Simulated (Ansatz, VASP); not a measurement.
# Cross-check of BaTiO3 between VASP and Ansatz

One calculation is typed for both programs; each brings its own data sets and cutoff. How far apart do they land? The cell comes out of the VASP series on this material, whose earlier steps may have relaxed, scaled or displaced it; both programs get it as it stands.

Program: Ansatz 0.2.0. Level of theory: plane waves, with VASP 6.6.1 beside it; relaxation of cell and atoms at r2SCAN. Results are calculated unless marked as measured.

## (1) Starting point

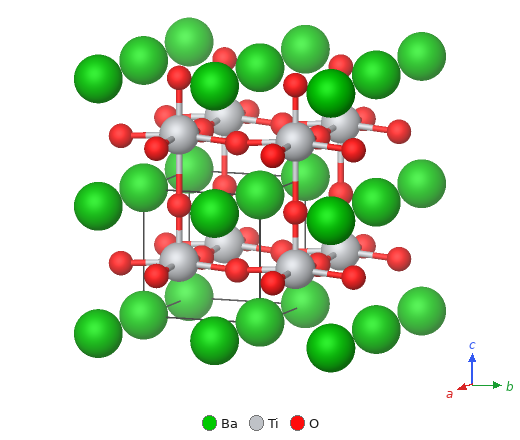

The starting structure, seen slightly off an axis (barium green, titanium light grey, oxygen red). 2×2×2 cells are drawn. Some periodic images of atoms are drawn too.

## (2) Ansatz: relaxation of cell and atoms, r2SCAN

Ansatz runs on its default PAW (the set named soft_2) files.

The relaxed volume is the usual yardstick between codes: its relative difference is about their pressure difference at one cell divided by the bulk modulus.

Input file input.yaml:

```yaml
crystal:
  lattice:
    - [3.9873869246, 0.0, 0.0]
    - [0.0, 3.9873869246, 0.0]
    - [0.0, 0.0, 4.1187101708]
  atoms:
    - { symbol: Ba, position: [0.0, 0.0, 0.0066704939] }
    - { symbol: Ti, position: [0.5, 0.5, 0.5251820461] }
    - { symbol: O, position: [0.5, 0.5, 0.9706868149] }
    - { symbol: O, position: [0.5, 0.0, 0.4872303225] }
    - { symbol: O, position: [0.0, 0.5, 0.4872303225] }
hamiltonian:
  xc: r2scan
  pseudopotentials: { kind: paw }
kpoints:
  mp_grid: { grid: [5, 5, 5] }
scf:
  occupations: { method: gaussian, width: 0.05 }
relax:
  f_tol: 0.01
  max_steps: 60
  cell: { stress_tol: 0.05 }
output:
  forces: true
  stress: true
```

Launch:

```console
ansatz run input.yaml --threads 4 --pin off --max-ram 9216MiB --backend cpu --events-out ev --progress --plain --runs-dir out
```

Numbers of over 12 decimals in the logs are rounded to 6 here.

Output:

```text
Engine: ansatz 0.2.0, aarch64-unknown-linux-gnu
Pseudopotentials: kind: paw
Pseudopotential: Ba, paw, valence charge 10, recommended cutoff 500 eV (meta_gga), Ba.paw.azcp
Pseudopotential: Ti, paw, valence charge 12, recommended cutoff 500 eV (meta_gga), Ti.paw.azcp
Pseudopotential: O, paw, valence charge 6, recommended cutoff 500 eV (meta_gga), O.paw.azcp
Functional definition: r2SCAN
  parameter k0 = 0.174
  parameter k1 = 0.065
  parameter a1 = 4.9479
  exchange = r2scan_x(k0 = k0, k1 = k1, a1 = a1)
  correlation = r2scan_c
Crystal: 5 atoms, lattice volume = 65.484 Å³
Basis set: ecut = 500 eV, 1663 PW (Γ), exchange–correlation on 120×120×128 points (64 copies of the dense FFT grid, shifted against one another)
Bands: 25, of which v1, the nominal top of the filled ones, is band 20 counted from 1 (19 counted from 0)
Symmetry: 8 space group operations
Space group: P4mm (ITA 99), of the structure as read, at distance tolerance 4.0e-5 Å
k-points: 18 of 125 (time reversal used)
Non-local potential: Ba, projectors of the file, l = 0: 3, l = 1: 2, l = 2: 2, l = 3: 2
Non-local potential: Ti, projectors of the file, l = 0: 3, l = 1: 2, l = 2: 3, l = 3: 1
Non-local potential: O, projectors of the file, l = 0: 2, l = 1: 2, l = 2: 1
PAW form: soft (Blöchl's): semilocal exchange-correlation on the pseudo side does not see the compensation charge
PAW frozen core: Ba, regenerated for the run's functional (the file was generated under x = pbe(κ = 0.804, μ = 0.219515), c = pbe(β = 0.066725))
PAW frozen core: Ti, regenerated for the run's functional (the file was generated under x = pbe(κ = 0.804, μ = 0.219515), c = pbe(β = 0.066725))
PAW frozen core: O, regenerated for the run's functional (the file was generated under x = pbe(κ = 0.804, μ = 0.219515), c = pbe(β = 0.066725))
PAW one-centre angular grid: Ba, 302 points (default); XC on 160 Gauss nodes
PAW one-centre angular grid: Ti, 590 points (default); XC on 160 Gauss nodes
PAW one-centre angular grid: O, 302 points (default); XC on 160 Gauss nodes
Initial density: superposition of atomic densities (neutral atoms: chi_scale 0, normalization atom), corrected by the library's trained network
Initial wavefunctions: pseudopotential atomic-orbital guess
Functional: x = r2scan, c = r2scan; τ floored in thin density (d = 2e-4 eV/Å³)
SCF iter   1: F=—  HF=-10183.729425 eV  |F-HF|=—  |Δ(HF+E_count)|=         —  Δρ=2.11e-2  dr2=3.69e-1  dr2_τ=2.39e-1  ethr=1.77e-3  ⟨swp⟩=5.9  Hψ=2249  notcnv=0
preconditioner: auto → Resta (q_TF=auto, 2.513 Å⁻¹)  ε∞=5.0  [insulator: Δε(μ)=2.860 eV  Ē_g=13.040 eV  σ=0.050 eV  W_gap=1.00  n_scr=18 (ndim 8)  ℏωp=26.0 eV  f_vac=0.000  D(μ)=0.00/eV (n_scr^D=0)  ε∞_Penn≈5.0]
SCF iter   2: F=—  HF=-10183.830664 eV  |F-HF|=—  |Δ(HF+E_count)|=   1.01e-1  Δρ=1.13e-2  dr2=5.19e-2  dr2_τ=2.05e-2  ethr=9.22e-4  ⟨swp⟩=3.2  Hψ=973  notcnv=0  defer=18
SCF iter   3: F=—  HF=-10183.823543 eV  |F-HF|=—  |Δ(HF+E_count)|=   7.12e-3  Δρ=3.58e-3  dr2=5.73e-3  dr2_τ=4.28e-4  ethr=1.30e-4  ⟨swp⟩=2.1  Hψ=667  notcnv=0
automatic band count: iteration 3 solves 24 bands in place of 25: the levels show a gap, and the empty bands left out lie too high to hold charge; the band table lists the bands solved (type scf.n_extra_bands for more)
SCF iter   4: F=—  HF=-10183.822779 eV  |F-HF|=—  |Δ(HF+E_count)|=   7.63e-4  Δρ=1.52e-3  dr2=1.08e-3  dr2_τ=1.72e-4  ethr=1.43e-5  ⟨swp⟩=2.0  Hψ=789  notcnv=0
SCF iter   5: F=—  HF=-10183.822630 eV  |F-HF|=—  |Δ(HF+E_count)|=   1.49e-4  Δρ=3.65e-4  dr2=6.66e-5  dr2_τ=6.69e-6  ethr=2.69e-6  ⟨swp⟩=2.0  Hψ=569  notcnv=0
SCF iter   6: F=—  HF=-10183.822633 eV  |F-HF|=—  |Δ(HF+E_count)|=   2.58e-6  Δρ=1.67e-4  dr2=1.58e-5  dr2_τ=2.48e-6  ethr=1.66e-7  ⟨swp⟩=2.0  Hψ=693  notcnv=0
SCF iter   7: F=—  HF=-10183.822631 eV  |F-HF|=—  |Δ(HF+E_count)|=   1.46e-6  Δρ=5.50e-5  dr2=2.17e-6  dr2_τ=1.14e-7  ethr=3.95e-8  ⟨swp⟩=2.0  Hψ=622  notcnv=0
SCF iter   8: F=—  HF=-10183.822631 eV  |F-HF|=—  |Δ(HF+E_count)|=   4.92e-8  Δρ=1.89e-5  dr2=2.68e-7  dr2_τ=1.72e-8  ethr=5.43e-9  ⟨swp⟩=2.3  Hψ=683  notcnv=0
SCF iter   9: F=-10183.822631 eV  HF=-10183.822631 eV  |F-HF|=1.25e-8  |Δ(HF+E_count)|=   3.57e-8  Δρ=4.56e-6  dr2=1.49e-8  dr2_τ=2.42e-10  ethr=2.50e-10  ⟨swp⟩=4.0  Hψ=1443  notcnv=0
SCF 1 converged in 9 iterations: F = -10183.822631 eV  dr2 = 1.49e-8
  greatest PAW one-centre occupation: 0.999 electrons in one spin orbital (limit 2), on the Ti atom at site 1 (counted from 0), in its partial waves of l = 0
relax step   1: F+E_penalty+E_count = -10183.82263109 eV  Δ(F+E_penalty+E_count) = +0.000e0 eV  max|allowed force component| = 1.567e-1 eV/Å  Δτ_max = 0.0000 Å  P = -1.835 GPa  Ω = 65.484 Å³  (9 SCF iters, dr2 threshold 1.00e-7 eV, accepted)
[... from here on, the SCF cycles and remarks between the steps are left out ...]
relax step   2: F+E_penalty+E_count = -10183.82658678 eV  Δ(F+E_penalty+E_count) = -3.956e-3 eV  max|allowed force component| = 7.085e-2 eV/Å  Δτ_max = 0.0118 Å  P = +0.269 GPa  Ω = 64.661 Å³  energy of the carried Pulay correction = +3.287e-4 eV  (6 SCF iters, dr2 threshold 5.00e-7 eV, accepted)
relax step   3: F+E_penalty+E_count = -10183.82693120 eV  Δ(F+E_penalty+E_count) = -3.444e-4 eV  max|allowed force component| = 6.909e-2 eV/Å  Δτ_max = 0.0122 Å  P = +0.031 GPa  Ω = 64.756 Å³  energy of the carried Pulay correction = +2.908e-4 eV  (6 SCF iters, dr2 threshold 3.14e-7 eV, accepted)
relax step   4: F+E_penalty+E_count = -10183.82709739 eV  Δ(F+E_penalty+E_count) = -1.662e-4 eV  max|allowed force component| = 5.508e-2 eV/Å  Δτ_max = 0.0041 Å  P = -0.068 GPa  Ω = 64.823 Å³  energy of the carried Pulay correction = +2.636e-4 eV  (5 SCF iters, dr2 threshold 2.98e-7 eV, accepted)
relax step   5: F+E_penalty+E_count = -10183.82715336 eV  Δ(F+E_penalty+E_count) = -5.597e-5 eV  max|allowed force component| = 4.428e-2 eV/Å  Δτ_max = 0.0006 Å  P = -0.003 GPa  Ω = 64.808 Å³  energy of the carried Pulay correction = +2.699e-4 eV  (4 SCF iters, dr2 threshold 1.90e-7 eV, accepted)
relax step   6: F+E_penalty+E_count = -10183.82729877 eV  Δ(F+E_penalty+E_count) = -1.454e-4 eV  max|allowed force component| = 5.486e-3 eV/Å  Δτ_max = 0.0045 Å  P = +0.000 GPa  Ω = 64.888 Å³  energy of the carried Pulay correction = +2.377e-4 eV  (6 SCF iters, dr2 threshold 1.23e-7 eV, accepted)
relax step   7: F+E_penalty+E_count = -10183.82730274 eV  Δ(F+E_penalty+E_count) = -3.970e-6 eV  max|allowed force component| = 5.993e-3 eV/Å  Δτ_max = 0.0006 Å  P = -0.004 GPa  Ω = 64.900 Å³  energy of the carried Pulay correction = +2.330e-4 eV  (5 SCF iters, dr2 threshold 1.93e-8 eV, accepted)
relax step   8: F+E_penalty+E_count = -10183.82731155 eV  Δ(F+E_penalty+E_count) = -8.813e-6 eV  max|allowed force component| = 4.899e-4 eV/Å  Δτ_max = 0.0005 Å  P = +0.017 GPa  Ω = 64.901 Å³  energy of the carried Pulay correction = +2.323e-4 eV  (5 SCF iters, dr2 threshold 1.24e-8 eV, accepted)
relax step   9: F+E_penalty+E_count = -10183.82705035 eV  Δ(F+E_penalty+E_count) = +2.612e-4 eV  max|allowed force component| = 4.716e-4 eV/Å  Δτ_max = 0.0000 Å  P = +0.021 GPa  Ω = 64.901 Å³  stress off target by 2.36e-2 GPa  SCF on the basis re-selected at this cell (its energy is not comparable with the rows above)  (7 SCF iters)
basis re-selected at this cell: Δ(F+E_penalty+E_count) = +2.612e-4 eV, ΔP = +0.004 GPa vs the last step (what re-selecting the basis moved, of the pressure what is left beyond the Pulay correction that the steps carried, after the strain that the cell walked since its last selection, with what the two solves' SCF thresholds leave and, on support functions, any second-order correction that the steps lacked; it is no m [...]
SCF converged after 7 iterations
Free energy (F): -10183.827050 eV
Harris-Foulkes:  -10183.827050 eV  (|F-HF|=0.00e0)
Internal energy: -10183.827050 eV  (E = F + TS)
E sigma→0 (E₀):  -10183.827050 eV
Fermi energy:    11.024801 eV
--- Per-component energies (eV) ---
  E_band       = -180.038607
  E_kinetic    = 974.125777
  E_local      = -2131.594383  (includes V_loc(G=0)·N_el)
  E_nonlocal   = 199.715321
  E_hartree    = 833.216031
  E_xc         = -475.300865
  E_vxc        = -604.306892  (∫ρ·V_xc dr)
  E_paw        = -6785.206213  (= ΣΔE_a)
  E_vpaw       = -321.247634  (= ΣTr[D̂ρ^β])
  E_aug_tail   = 0.003125  (compensation charges beyond the density's cutoff)
  E_vtau       = 36.834002  (kinetic-family band-sum trace: ∫τ·v_τ [+ j·A + Jᵃ·Aᵃ] dr)
  E_ewald      = -2798.506979
  E_core_change = -0.278864  (= ΣΔE_core)
  E_smearing   = -0.000000  (= −TS)
  E_closure    = 0.000000  (closes the sum)
  Σ components = -10183.827050   (vs F -10183.827050, Δ=0.00e0)
--- Forces (eV/Å), atoms counted from 1 ---
  atom   1  Ba    -0.00000000     0.00000000     0.00019492
  atom   2  Ti     0.00000000     0.00000000     0.00031100
  atom   3  O      0.00000000     0.00000000     0.00045048
  atom   4  O     -0.00000000     0.00000000    -0.00046721
  atom   5  O      0.00000000     0.00000000    -0.00046721
  max |Σ_I F_I| component: 2.20e-5 eV/Å
--- Stress (GPa, compression-positive) ---
        0.023606       0.000000      -0.000000
        0.000000       0.023606       0.000000
       -0.000000       0.000000       0.016274
  P = ⅓ Tr σ = 0.0212 GPa (0.212 kbar)
--- Relaxed structure (8 steps of the walk, 8 accepted, 1 SCFs on fresh bases) ---
  F+E_penalty+E_count = -10183.82705035 eV   max|allowed force component| = 4.716e-4 eV/Å   (the final SCF, on the basis selected at the relaxed cell)
  cell:  # Å, volume = 64.9015 Å³
    - [3.971535, 0.0, 0]
    - [0.0, 3.971535, 0.0]
    - [0, 0.0, 4.114697]
  atoms:
    - { symbol: Ba, position: [0, 0.0, 0.0085638] }
    - { symbol: Ti, position: [0.5, 0.5, 0.526738] }
    - { symbol: O, position: [0.5, 0.5, 0.969226] }
    - { symbol: O, position: [0.5, 0.0, 0.486236] }
    - { symbol: O, position: [0, 0.5, 0.486236] }
```

It took 17 s on 4 threads of Arm Neoverse V1, shared host; peak memory 0.48 GiB.

## (3) VASP: relaxation of cell and atoms, r2SCAN

The same cell, functional, mesh and smearing now go to VASP, with its own data sets and cutoff.

Lines of VASP's logs that name or quote its potential files are left out, and so is its time.

Input file INCAR:

```
SYSTEM = BaTiO3
PREC = Accurate
ENCUT = 520
EDIFF = 1E-06
NELM = 100
ISMEAR = 0
SIGMA = 0.05
LREAL = .FALSE.
ALGO = Normal
METAGGA = R2SCAN
LASPH = .TRUE.
NBANDS = 26
LORBIT = 11
LWAVE = .FALSE.
LCHARG = .FALSE.
KPAR = 4
IBRION = 2
NSW = 60
ISIF = 3
EDIFFG = -0.01
```

Input file POSCAR:

```
BaTiO3
1.0
    3.9873869246      0.0000000000      0.0000000000
    0.0000000000      3.9873869246      0.0000000000
    0.0000000000      0.0000000000      4.1187101708
Ba Ti O
1 1 3
Direct
    0.0000000000      0.0000000000      0.0066704939
    0.5000000000      0.5000000000      0.5251820461
    0.5000000000      0.5000000000      0.9706868149
    0.5000000000      0.0000000000      0.4872303225
    0.0000000000      0.5000000000      0.4872303225
```

Input file KPOINTS:

```
Automatic mesh
0
Gamma
5 5 5
0 0 0
```

Potentials, in the order of the species: Ba_sv, Ti_sv and O (PBE family, release 64).

Launch:

```console
mpirun -np 4 vasp_std
```

Output:

```text
[banner, memory and clock lines left out]
running    4 mpi-ranks, on    1 nodes
 distrk:  each k-point on    1 cores,    4 groups
 distr:  one band on    1 cores,    1 groups

 POSCAR found type information on POSCAR BaTiO
 POSCAR found :  3 types and       5 ions
|                                                                             |
|               ----> ADVICE to this user running VASP <----                  |
|                                                                             |
|     You enforced a specific xc type in the INCAR file but a different       |
|     [... a line on the potential file left out ...]
|     I HOPE YOU KNOW WHAT YOU ARE DOING!                                     |
|                                                                             |

 LDA part: xc-table for (None), standard interpolation
 POSCAR, INCAR and KPOINTS ok, starting setup
 FFT: planning ... GRIDC
 FFT: planning ... GRID_SOFT
 FFT: planning ... GRID
 WAVECAR not read
 entering main loop
       N       E                     dE             d eps       ncg     rms          rms(c)
DAV:   1     0.426619632619E+03    0.42662E+03   -0.21526E+04   936   0.170E+03
DAV:   2    -0.492106426366E+02   -0.47583E+03   -0.46026E+03  1124   0.475E+02
DAV:   3    -0.947031501222E+02   -0.45493E+02   -0.45271E+02  1350   0.145E+02
DAV:   4    -0.969633014941E+02   -0.22602E+01   -0.22558E+01  1374   0.278E+01
DAV:   5    -0.970561434286E+02   -0.92842E-01   -0.92817E-01  1342   0.411E+00    0.231E+01
DAV:   6    -0.735575555327E+02    0.23499E+02   -0.44233E+01  1384   0.744E+01    0.662E+00
DAV:   7    -0.742159248976E+02   -0.65837E+00   -0.49816E+00  1216   0.142E+01    0.508E+00
DAV:   8    -0.742348493144E+02   -0.18924E-01   -0.40366E-01  1222   0.532E+00    0.189E+00
DAV:   9    -0.742665133064E+02   -0.31664E-01   -0.12298E-01  1194   0.264E+00    0.654E-01
DAV:  10    -0.742719726747E+02   -0.54594E-02   -0.10197E-01  1044   0.175E+00    0.766E-01
DAV:  11    -0.742650857007E+02    0.68870E-02   -0.46134E-02  1308   0.198E+00    0.212E-01
DAV:  12    -0.742644035206E+02    0.68218E-03   -0.20340E-03  1186   0.409E-01    0.793E-02
DAV:  13    -0.742643951502E+02    0.83704E-05   -0.12970E-04  1328   0.865E-02    0.735E-02
DAV:  14    -0.742643347585E+02    0.60392E-04   -0.33230E-04  1280   0.193E-01    0.187E-02
DAV:  15    -0.742643284830E+02    0.62755E-05   -0.34179E-05  1290   0.490E-02    0.450E-03
DAV:  16    -0.742643283463E+02    0.13674E-06   -0.36030E-06  1196   0.124E-02
   1 F= -.74264328E+02 E0= -.74264328E+02  d E =-.742643E+02
 curvature:   0.00 expect dE= 0.000E+00 dE for cont linesearch  0.000E+00
 trial: gam= 0.00000 g(F)=  0.435E-05 g(S)=  0.176E-04 ort = 0.000E+00 (trialstep = 0.100E+01)
 search vector abs. value=  0.220E-04
 reached required accuracy - stopping structural energy minimisation
```

[end of part 1 of 2]

[Lines on the potential files, build, host, timing and source positions are cut from VASP's logs without a mark.]

[Logs are printed without paths, hosts, clocks, repeated set-up lines and the standing remarks that a program may print on its own settings, such as how far it seeks lower states.]

[Hosts, paths, dates, database ids (printed as entryN), source tags and the programs' standing remarks are cut or masked in the printed files.]
